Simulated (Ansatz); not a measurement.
**PH2 (SMILES [PH2]) at 6 levels**

Wanted: a comparison of 6 runs (UBHLYP/3-21G, U-revPBE/6-31G*, RPA@PBE/6-31G*, UCCSDT(Q)/6-31G*, UCCSDT/6-31G*, UCCSD(T)/3-21G) of PH2. 

The calculation is run with Ansatz 0.2.0.

39 further runs of the same task are left out: 39 set aside as unsound or not needed.

### Step 1. The structure to begin with

The species is PH2 (3 atoms), meant as a doublet with charge 0. SMILES: `[PH2]`. The H3–P1 distance was set to 1.780 Å, away from the relaxed value.

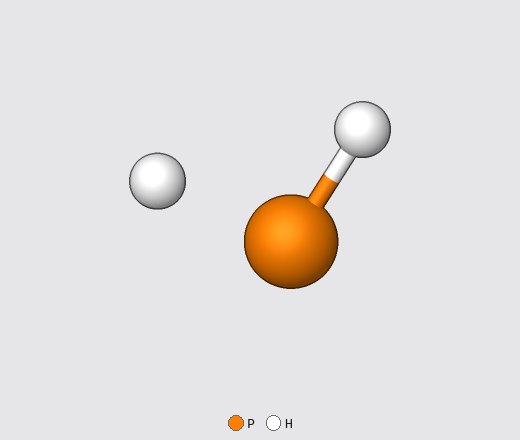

The structure, seen from a chosen angle (phosphorus orange, hydrogen white).

### Step 2. A single-point energy at UBHLYP/3-21G (run 1)

Input file input.yaml:

```yaml
crystal:
  periodic: [false, false, false]
  atoms:
    - {symbol: P, position_ang: [0.817251, -0.201184, 0.431502]}
    - {symbol: H, position_ang: [0.406161, 1.159676, 0.350042]}
    - {symbol: H, position_ang: [-0.640370, -0.742120, -0.434970]}
basis:
  gaussian: {orbitals: 3-21G.json}
magnetization: {spin_polarized: true, initial_magnetization: 1}
hamiltonian: {xc: {name: BHLYP}}
accuracy: high
```

The basis set 3-21G is read from a file made from the Basis Set Exchange's data (not shown).

Run with:

```console
ansatz run input.yaml --threads 1 --pin off --max-ram 3480MiB --events-out events.jsonl --progress --plain --runs-dir runs
```

The log of the run:

```text
Warning: RAYON_NUM_THREADS=1 ignored (pool sized by the plan → 1); use --threads N
Functional definition: BHLYP
  name "BHLYP"
  parameter a = 0.5
  exchange = (1 - a)*b88_x + a*exact_x
  correlation = lyp_c
322 factors; integrals over basis functions are off by at most 2.2e-9 eV
mean field evaluation 1: about -9271.4395 eV, gradient 2.8e0 eV
mean field evaluation 2: about -9271.5088 eV, gradient 1.5e0 eV
mean field evaluation 4: about -9271.5292 eV, gradient 1.6e-1 eV
mean field evaluation 8: about -9271.5253 eV, gradient 1.3e-2 eV
mean field evaluation 16: about -9271.5254 eV, gradient 4.7e-6 eV
mean field -9271.52535797 eV, -340.7222724397 hartree, gradient 1.9e-8 eV, S^2 0.756465; 0 other end points of the search recorded, 0 dependent functions left out
reference -9271.52537429 eV, -340.7222730397 hartree; 9, 8 occupied and 8, 9 virtual orbitals, 322 factors
Total energy: -9271.52537429 eV, -340.7222730397 hartree
```

Run time: 0.93 s. Hardware: 1 thread of Arm Neoverse V1, shared host; peak memory 0.097 GiB.

### Step 3. A single-point energy at U-revPBE/6-31G(d) (spherical functions) (run 2)

Input file input.yaml:

```yaml
basis:
  gaussian:
    orbitals: 6-31G_st_-spherical.json
crystal:
  periodic: [false, false, false]
  atoms:
    - {symbol: P, position_ang: [0.817251, -0.201184, 0.431502]}
    - {symbol: H, position_ang: [0.406161, 1.159676, 0.350042]}
    - {symbol: H, position_ang: [-0.640370, -0.742120, -0.434970]}
magnetization:
  spin_polarized: true
  initial_magnetization: 1
hamiltonian:
  xc: {name: revPBE}
accuracy: high
```

The basis set 6-31G* is read from a file made from the Basis Set Exchange's data (not shown).

Run with:

```console
ansatz run input.yaml --threads 1 --pin off --max-ram 3480MiB --events-out events.jsonl --progress --plain --runs-dir runs
```

The log of the run:

```text
Warning: RAYON_NUM_THREADS=1 ignored (pool sized by the plan → 1); use --threads N
Functional definition: revPBE
  name "revPBE"
  parameter kappa = 1.245
  parameter beta = 0.06672455060314922
  exchange = pbe_x(kappa = kappa, mu = beta*pi^2/3)
  correlation = pbe_c(beta = beta)
382 factors; integrals over basis functions are off by at most 3.4e-9 eV
mean field evaluation 1: about -9316.7652 eV, gradient 4.6e0 eV
mean field evaluation 2: about -9316.8577 eV, gradient 3.5e0 eV
mean field evaluation 4: about -9316.9614 eV, gradient 3.1e-1 eV
mean field evaluation 8: about -9316.9564 eV, gradient 8.2e-3 eV
mean field evaluation 16: about -9316.9564 eV, gradient 3.3e-7 eV
mean field -9316.95640654 eV, -342.3918326804 hartree, gradient 2.2e-8 eV, S^2 0.755279; 0 other end points of the search recorded, 0 dependent functions left out
reference -9316.95640927 eV, -342.3918327809 hartree; 9, 8 occupied and 13, 14 virtual orbitals, 382 factors
Total energy: -9316.95640927 eV, -342.3918327809 hartree
```

It took 1.1 s on 1 thread of Arm Neoverse V1, shared host; peak memory 0.096 GiB.

Runs 3 to 5 aren't shown in full; the table further down has their settings and results.

### Step 4. A single-point energy at UCCSD(T)/3-21G (run 6)

Input file input.yaml:

```yaml
crystal:
  periodic: [false, false, false]
  atoms:
    - symbol: P
      position_ang: [0.817251, -0.201184, 0.431502]
    - symbol: H
      position_ang: [0.406161, 1.159676, 0.350042]
    - symbol: H
      position_ang: [-0.640370, -0.742120, -0.434970]
basis:
  gaussian: {orbitals: 3-21G.json}
magnetization: {spin_polarized: true, initial_magnetization: 1}
correlation: {method: ccsd_t, frozen_orbitals: {H: 0, P: 5}}
accuracy: high
scf: {omitted_lower_state_checks: [cluster_reference, increment]}
```

The basis set 3-21G is read from a file made from the Basis Set Exchange's data (not shown).

Run with:

```console
ansatz run input.yaml --threads 1 --pin off --max-ram 3480MiB --events-out events.jsonl --progress --plain --runs-dir runs
```

The log of the run, shortened:

```text
Warning: RAYON_NUM_THREADS=1 ignored (pool sized by the plan → 1); use --threads N
Functional definition: HF
  name "HF"
[...]
322 factors; integrals over basis functions are off by at most 2.2e-9 eV
[...]
mean field -9254.43842262 eV, -340.0943391477 hartree, gradient 3.0e-8 eV, S^2 0.811217; 2 other end points of the search recorded, 0 dependent functions left out
5 core orbitals not correlated: weight in the atoms' cores, before any rotation towards them, 1.000 or more for the frozen orbitals, at most 0.000 for the correlated occupied ones
reference -9254.43842262 eV, -340.0943391477 hartree; 4, 3 occupied and 8, 9 virtual orbitals, 322 factors
second order -1.39876066 eV of doubles, -0.00000000 eV of singles
cycle   1  -1.74945394 eV  change   -3.5e-1 eV  update   5.9e-2
[...]
cycle  24  -2.01538413 eV  change   7.0e-11 eV  update  1.4e-10
perturbative correction -0.02123179 eV, -0.0007802539 hartree
Total energy: -9256.47503855 eV, -340.1691834024 hartree
Checks for a lower state left out: cluster_reference, increment
```

Run time: 0.32 s. Hardware: 1 thread of Arm Neoverse V1, shared host.

### Step 5. The series

| run | level | frozen core orbitals | energy (Eh) | ⟨S²⟩ | wall time |
| --- | --- | --- | --- | --- | --- |
| 1 | UBHLYP/3-21G | – | -340.722273 | 0.756 | 0.93 s |
| 2 | U-revPBE/6-31G* (spherical functions) | – | -342.391833 | 0.755 | 1.1 s |
| 3 | RPA@PBE/6-31G* (spherical functions) | 5 | -341.995036 | 0.755 | 1.2 s |
| 4 | UCCSDT(Q)/6-31G* (spherical functions) | 5 | -341.934649 | 0.787 | 1.9 s |
| 5 | UCCSDT/6-31G* (spherical functions) | 5 | -341.934573 | 0.787 | 1.2 s |
| 6 | UCCSD(T)/3-21G | 5 | -340.169183 | 0.811 | 0.32 s |

### Step 6. Summary of results

```
                                          quantity          value
                               run 6: total energy  -340.16918 Eh
run 6: correlation energy (5 core orbitals frozen)      -74.8 mEh
                             run 6: (T) correction      -0.78 mEh
          run 6: ⟨S²⟩ of the reference determinant          0.811
                              run 6: T1 diagnostic          0.027
```

In words: Totals of different functionals can't be ranked against each other. All runs together took 6.7 s, the longest 1.9 s.
